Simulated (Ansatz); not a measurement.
# ClGaH2O: molecular dynamics

The plan is to follow the molecule's vibrations and see whether its bonds hold. The start is relaxed first. Runs: 300 steps of 0.5 fs under a Langevin thermostat at 1500 K.

Method: RKS revPBE-D4/def2-SVP, in Ansatz 0.2.0.

### 1 The system as given

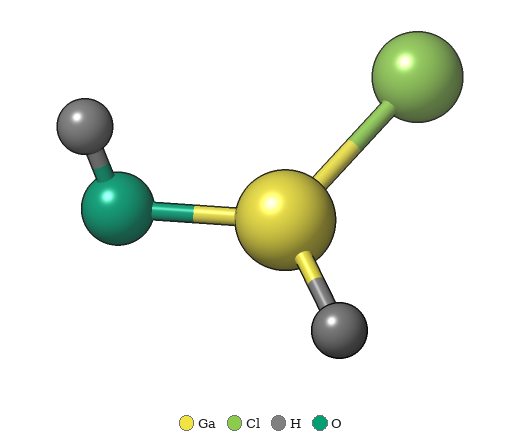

The starting structure, seen from a chosen angle (gallium yellow, chlorine green, hydrogen grey, oxygen teal).

As a file:

```xyz
5

Ga    0.0000    0.0000    0.0000
Cl    0.0000    0.0000    2.2400
H     1.3596    0.0000   -0.7850
O    -1.5501    0.0000   -0.8950
H    -2.0598   -0.8467   -0.6865
```

### 2 Relaxing the start

input.yaml

```yaml
crystal:
  periodic: [false, false, false]
  atoms:
    - { symbol: Ga, position_ang: [0.0, 0.0, 0.0] }
    - { symbol: Cl, position_ang: [0.0, 0.0, 2.24] }
    - { symbol: H, position_ang: [1.3596, 0.0, -0.785] }
    - { symbol: O, position_ang: [-1.5501, 0.0, -0.895] }
    - { symbol: H, position_ang: [-2.0598, -0.8467, -0.6865] }
basis:
  gaussian: { orbitals: def2-SVP }
hamiltonian:
  xc: revpbe
  dispersion: d4
relax:
  f_tol: 0.02
  max_steps: 40
output:
  orbitals: {}
```

Command:

```
> ansatz run input.yaml --threads 1 --pin off --max-ram 2048MiB --backend cpu --events-out ev --progress --plain --runs-dir out
```

The log of the run (excerpt; [...] marks lines left out):

```text
Warning: RAYON_NUM_THREADS=1 ignored (pool sized by the plan → 1); use --threads N
[...]
Functional definition: revPBE
[...]
809 factors; their error is unknown
[...]
mean field -66963.07801219 eV, -2460.8477277434 hartree, gradient 5.0e-5 eV, S^2 0.000000; 0 other end points of the search recorded, 0 dependent functions left out
[...]
reference -66963.07805602 eV, -2460.8477293541 hartree; 29, 29 occupied and 45, 45 virtual orbitals, 809 factors
relax step   1: F+E_penalty+E_count = -66963.30211143 eV  Δ(F+E_penalty+E_count) = +0.000e0 eV  max|allowed force component| = 1.417e0 eV/Å  Δτ_max = 0.0000 Å  (25 SCF iters, accepted)
[...]
relax step   6: F+E_penalty+E_count = -66963.55814776 eV  Δ(F+E_penalty+E_count) = -6.971e-4 eV  max|allowed force component| = 2.643e-2 eV/Å  Δτ_max = 0.0095 Å  (26 SCF iters, accepted)
[...]
relax step   7: F+E_penalty+E_count = -66963.55830085 eV  Δ(F+E_penalty+E_count) = -1.531e-4 eV  max|allowed force component| = 1.527e-2 eV/Å  Δτ_max = 0.0125 Å  (24 SCF iters, accepted)
809 factors; their error is unknown
[...]
mean field -66963.32753511 eV, -2460.8568975416 hartree, gradient 6.3e-5 eV, S^2 0.000000; 1 other end points of the search recorded, 0 dependent functions left out
[...]
reference -66963.32757760 eV, -2460.8568991030 hartree; 29, 29 occupied and 45, 45 virtual orbitals, 809 factors
Total energy: -66963.55834334 eV, -2460.8653795875 hartree
Atom 0 at     0.079383    -0.066151    -0.055700 Å, force     0.015267     0.002960    -0.013750 eV/Å
Atom 1 at    -0.144970    -0.093531     2.110006 Å, force    -0.002453    -0.000401     0.008298 eV/Å
Atom 2 at     1.436565     0.193691    -0.774022 Å, force     0.000734     0.000087     0.005210 eV/Å
Atom 3 at    -1.426028    -0.367555    -0.995138 Å, force    -0.012971    -0.002341     0.002460 eV/Å
Atom 4 at    -2.195250    -0.513154    -0.411646 Å, force    -0.000576    -0.000305    -0.002218 eV/Å
Dipole moment:    -0.020873    -0.004590    -0.079302 e Å
```

Run time: 14 s. Hardware: 1 thread of Arm Neoverse V1, shared host; peak memory 0.12 GiB.

Relaxation path:

| step | energy from step 1 (eV) | largest force component (eV/Å) |
| --- | --- | --- |
| 1 | 0.0000 | 1.4166 |
| 2 | -0.0706 | 1.7798 |
| 3 | -0.1408 | 1.4624 |
| 4 | -0.2074 | 0.4467 |
| 5 | -0.2553 | 0.0938 |
| 6 | -0.2560 | 0.0264 |
| 7 | -0.2562 | 0.0153 |

Step 1 is the start.

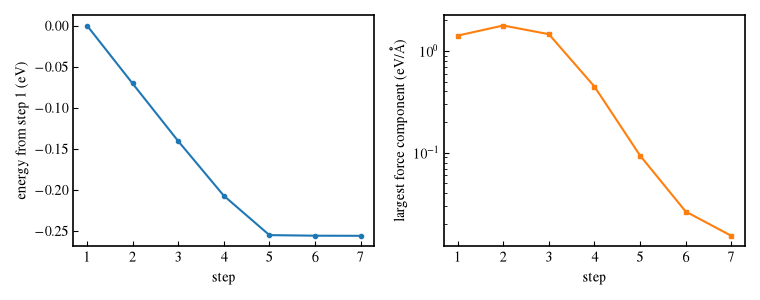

Energy and largest force along the relaxation.

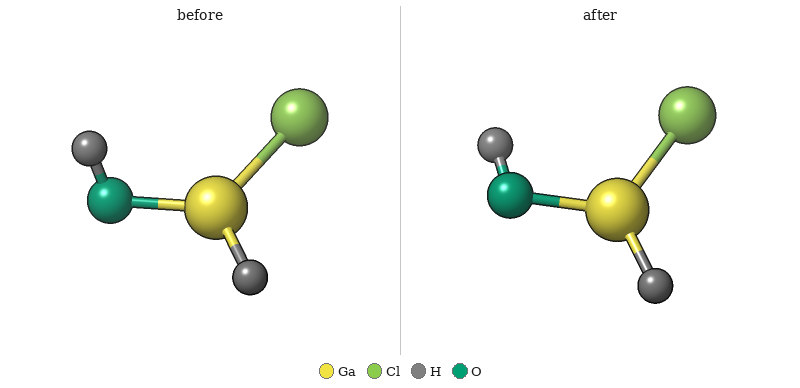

Before and after, at one scale.

After: Bond lengths: Ga1–Cl2 2.177 Å, Ga1–H3 1.557 Å, Ga1–O4 1.800 Å, O4–H5 0.976 Å. Angles: Cl2–Ga1–H3 123.4°, Cl2–Ga1–O4 115.5°, H3–Ga1–O4 121.1°, Ga1–O4–H5 111.8°.

### 3 The run

300 steps of 0.5 fs under a Langevin thermostat at 1500 K, from the relaxed start.

input.yaml

```yaml
crystal:
  periodic: [false, false, false]
  atoms:
    - { symbol: Ga, position_ang: [0.079383, -0.066151, -0.0557] }
    - { symbol: Cl, position_ang: [-0.14497, -0.093531, 2.110006] }
    - { symbol: H, position_ang: [1.436565, 0.193691, -0.774022] }
    - { symbol: O, position_ang: [-1.426028, -0.367555, -0.995138] }
    - { symbol: H, position_ang: [-2.19525, -0.513154, -0.411646] }
basis:
  gaussian: { orbitals: def2-SVP }
hamiltonian:
  xc: revpbe
  dispersion: d4
md:
  timestep: 0.5
  n_steps: 300
  ensemble: nvt_langevin
  temperature: 1500.0
  initial_velocities: maxwell_boltzmann
  seed: 738056
  friction: 1.0
```

Command:

```
> ansatz run input.yaml --threads 1 --pin off --max-ram 2048MiB --backend cpu --events-out ev --progress --plain --runs-dir out
```

The log of the run (excerpt; [...] marks lines left out):

```text
Warning: RAYON_NUM_THREADS=1 ignored (pool sized by the plan → 1); use --threads N
[...]
[... 1 set-up line as earlier in the session ...]
[...]
809 factors; their error is unknown
[...]
mean field -66963.32753575 eV, -2460.8568975651 hartree, gradient 3.2e-5 eV, S^2 0.000000; 0 other end points of the search recorded, 0 dependent functions left out
[...]
reference -66963.32757824 eV, -2460.8568991267 hartree; 29, 29 occupied and 45, 45 virtual orbitals, 809 factors
md step     0: t =     0.00 fs  T =  1200.0 K  F+E_penalty+E_count = -66963.55830154 eV  E_kin = 0.775560 eV  (25 SCF iters)
[...]
md step    21: t =    10.50 fs  T =   940.0 K  F+E_penalty+E_count = -66963.17769706 eV  E_kin = 0.607534 eV  (26 SCF iters, 3 dispersion substeps)
[...]
md step    42: t =    21.00 fs  T =  1896.0 K  F+E_penalty+E_count = -66963.20741027 eV  E_kin = 1.225365 eV  (24 SCF iters, 3 dispersion substeps)
[...]
md step    63: t =    31.50 fs  T =  1381.6 K  F+E_penalty+E_count = -66963.41918618 eV  E_kin = 0.892904 eV  (24 SCF iters, 3 dispersion substeps)
[...]
md step    84: t =    42.00 fs  T =  1757.5 K  F+E_penalty+E_count = -66963.08239703 eV  E_kin = 1.135894 eV  (25 SCF iters, 3 dispersion substeps)
md step    85: t =    42.50 fs  T =  1395.3 K  F+E_penalty+E_count = -66963.16032270 eV  E_kin = 0.901790 eV  (24 SCF iters, 3 dispersion substeps)
md step    86: t =    43.00 fs  T =  2088.9 K  F+E_penalty+E_count = -66963.26904580 eV  E_kin = 1.350062 eV  (26 SCF iters, 3 dispersion substeps)
```

### 4 More of the same log: dynamics from the start

The log, continued (excerpt; [...] marks lines left out):

```text
md step    87: t =    43.50 fs  T =  1414.5 K  F+E_penalty+E_count = -66963.34349367 eV  E_kin = 0.914165 eV  (25 SCF iters, 3 dispersion substeps)
[...]
md step   114: t =    57.00 fs  T =  1366.7 K  F+E_penalty+E_count = -66963.18047196 eV  E_kin = 0.883293 eV  (24 SCF iters, 3 dispersion substeps)
[...]
md step   141: t =    70.50 fs  T =   849.2 K  F+E_penalty+E_count = -66963.13582987 eV  E_kin = 0.548864 eV  (25 SCF iters, 3 dispersion substeps)
[...]
md step   168: t =    84.00 fs  T =   664.0 K  F+E_penalty+E_count = -66963.15435072 eV  E_kin = 0.429167 eV  (25 SCF iters, 3 dispersion substeps)
[...]
md step   194: t =    97.00 fs  T =  1026.0 K  F+E_penalty+E_count = -66963.11439973 eV  E_kin = 0.663091 eV  (26 SCF iters, 3 dispersion substeps)
md step   195: t =    97.50 fs  T =   909.8 K  F+E_penalty+E_count = -66963.16243441 eV  E_kin = 0.588024 eV  (25 SCF iters, 3 dispersion substeps)
```

### 5 The output, continued: dynamics from the start

The log, continued (excerpt; [...] marks lines left out):

```text
md step   196: t =    98.00 fs  T =  1539.7 K  F+E_penalty+E_count = -66963.18649551 eV  E_kin = 0.995126 eV  (25 SCF iters, 3 dispersion substeps)
[...]
md step   218: t =   109.00 fs  T =  2574.2 K  F+E_penalty+E_count = -66963.16555678 eV  E_kin = 1.663681 eV  (24 SCF iters, 3 dispersion substeps)
[...]
md step   240: t =   120.00 fs  T =   923.1 K  F+E_penalty+E_count = -66963.19516841 eV  E_kin = 0.596622 eV  (24 SCF iters, 3 dispersion substeps)
[...]
md step   262: t =   131.00 fs  T =  1400.6 K  F+E_penalty+E_count = -66963.08025816 eV  E_kin = 0.905202 eV  (25 SCF iters, 3 dispersion substeps)
[...]
md step   298: t =   149.00 fs  T =  1309.9 K  F+E_penalty+E_count = -66963.23183836 eV  E_kin = 0.846620 eV  (24 SCF iters, 3 dispersion substeps)
md step   299: t =   149.50 fs  T =  1396.2 K  F+E_penalty+E_count = -66963.21358441 eV  E_kin = 0.902382 eV  (25 SCF iters, 3 dispersion substeps)
[...]
md step   300: t =   150.00 fs  T =  1340.9 K  F+E_penalty+E_count = -66963.18052737 eV  E_kin = 0.866615 eV  (26 SCF iters, 3 dispersion substeps)
Total energy: -66963.18056995 eV, -2460.8514966716 hartree
Atom 0 at    -0.011164     0.002157    -0.075284 Å, force     0.251780    -0.019380    -3.758816 eV/Å
Atom 1 at    -0.086828    -0.115954     1.921360 Å, force    -0.340848    -0.264748     3.645767 eV/Å
Atom 2 at     1.337998     0.448799    -0.735198 Å, force    -0.149378     0.132775    -0.133117 eV/Å
Atom 3 at    -1.393753    -0.533533    -1.133610 Å, force    -0.058548    -0.483902     0.394678 eV/Å
Atom 4 at    -1.951947    -1.242285    -0.724738 Å, force     0.296994     0.635255    -0.148513 eV/Å
Dipole moment:    -0.036981    -0.125705     0.064270 e Å
```

Run time: 7.5 min. Hardware: 1 thread of Arm Neoverse V1, shared host; peak memory 0.11 GiB.

### 6 Frames and traces

One step in 22; energies are changes from step 0:

| time (fs) | T (K) | potential energy change (meV/atom) |
| --- | --- | --- |
| 0.0 | 1200 | 0.0 |
| 11.0 | 2319 | 79.8 |
| 22.0 | 1710 | 73.4 |
| 33.0 | 2965 | 30.3 |
| 44.0 | 1279 | 39.0 |
| 55.0 | 1329 | 88.6 |
| 66.0 | 2899 | 93.0 |
| 77.0 | 1442 | 140.8 |
| 88.0 | 2372 | 83.2 |
| 99.0 | 2717 | 85.6 |
| 110.0 | 1923 | 76.5 |
| 121.0 | 442 | 75.2 |
| 132.0 | 1699 | 112.6 |
| 143.0 | 1139 | 59.8 |
| 150.0 | 1341 | 75.6 |

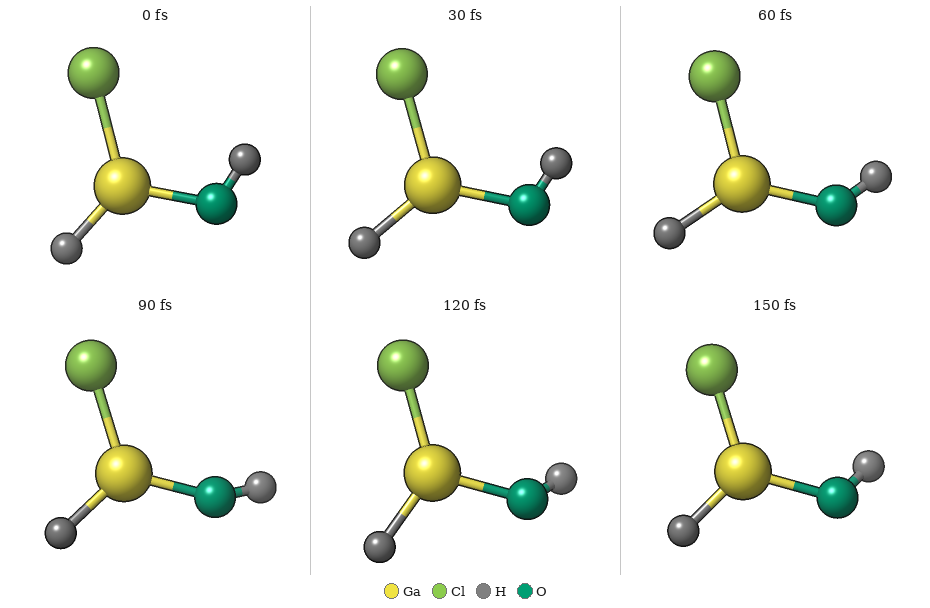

Six frames of the run, seen from a chosen angle. Sticks join atoms within a bonding distance in each frame.

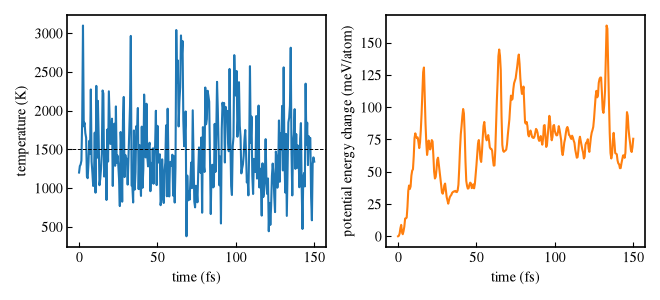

Time series of the run, each on its own scale. The dashed line is the set temperature.

### 7 Positions and forces

Extended XYZ, with forces in eV/Å:

```xyz
5
time_fs=19.0 T=2249 dE=0.3376
Ga    0.073   -0.045   -0.036    0.153   -0.013   -1.857
Cl   -0.122   -0.073    2.083   -0.071   -0.003    0.779
H     1.611    0.258   -0.761   -1.638   -0.319    0.584
O    -1.491   -0.383   -1.010   -0.317   -0.035    1.017
H    -2.372   -0.553   -0.523    1.873    0.370   -0.523
5
time_fs=37.5 T=2034 dE=0.1711
Ga    0.050   -0.006   -0.062    0.626    0.460   -1.540
Cl   -0.111   -0.067    2.026   -0.267   -0.151    1.521
H     1.487    0.590   -0.562   -0.912   -0.439   -0.063
O    -1.410   -0.466   -1.043   -0.239   -0.131    0.386
H    -2.197   -0.746   -0.504    0.791    0.261   -0.304
5
time_fs=56.0 T=893 dE=0.3836
Ga    0.051   -0.023   -0.053    0.669   -0.007   -1.445
Cl   -0.162   -0.078    2.033   -0.282   -0.072    1.495
H     1.586    0.473   -0.501   -1.361   -0.373   -0.067
O    -1.372   -0.545   -1.056   -0.850   -0.662    0.001
H    -2.200   -1.070   -0.783    1.823    1.114    0.016
5
time_fs=75.0 T=973 dE=0.6120
Ga    0.017   -0.046   -0.035   -2.568   -0.969   -1.835
Cl   -0.198   -0.056    1.998   -0.406   -0.275    2.715
H     1.167    0.723   -0.448    1.668    0.853   -1.151
O    -1.399   -0.568   -1.055    2.166    0.944   -0.460
H    -2.251   -0.976   -0.978   -0.861   -0.554    0.731
5
time_fs=94.0 T=1928 dE=0.3854
Ga   -0.002   -0.056   -0.086    0.657    0.381   -1.197
Cl   -0.112   -0.084    1.988   -0.152   -0.121    1.728
H     1.192    0.598   -0.852   -0.001   -0.045    0.029
O    -1.315   -0.601   -1.093    1.427    1.196   -0.925
H    -2.070   -1.133   -1.152   -1.932   -1.411    0.364
5
time_fs=112.5 T=1207 dE=0.3620
Ga    0.018   -0.024   -0.063   -1.387   -0.496   -2.157
Cl   -0.151   -0.134    1.990   -0.072   -0.169    1.917
H     1.052    0.643   -0.948    0.614    0.328   -0.219
O    -1.386   -0.579   -1.113   -0.614   -1.062    0.181
H    -2.095   -1.296   -0.984    1.459    1.399    0.277
5
time_fs=131.0 T=1401 dE=0.4780
Ga   -0.018   -0.016   -0.079    0.916    0.806   -3.405
Cl   -0.140   -0.139    1.958   -0.197   -0.248    2.335
H     1.272    0.544   -0.925   -0.639   -0.221    0.627
O    -1.422   -0.493   -1.159    1.532    2.602   -0.783
H    -1.679   -1.283   -0.763   -1.612   -2.940    1.227
5
time_fs=150.0 T=1341 dE=0.3778
Ga   -0.011    0.002   -0.075    0.252   -0.019   -3.759
Cl   -0.087   -0.116    1.921   -0.341   -0.265    3.646
H     1.338    0.449   -0.735   -0.149    0.133   -0.133
O    -1.394   -0.533   -1.134   -0.059   -0.484    0.395
H    -1.952   -1.242   -0.725    0.297    0.635   -0.148
```

### 8 What came out

| quantity | value |
| --- | --- |
| relaxation of the start | 6 moves, 0.256 eV lower |
| length | 300 steps of 0.5 fs |
| temperature, first and last step | 1200 and 1341 K |
| temperature, second half | mean 1461 K, from 442 to 2813 K |
| potential energy, second half | +84 meV/atom from the start |
| bonds formed or broken | 0 |

**Reading.** Against a set 1500 K the second half averages 1461 K with a spread of 498 K. A friction of 1 per fs wipes out velocities within 1 fs: the temperature is held, but the motion is overdamped and says nothing of rates. The bonding pattern survives the run. Averages from a run of 150 fs with 5 atoms are rough. The nuclei move classically, without zero-point motion, which matters most for hydrogen.
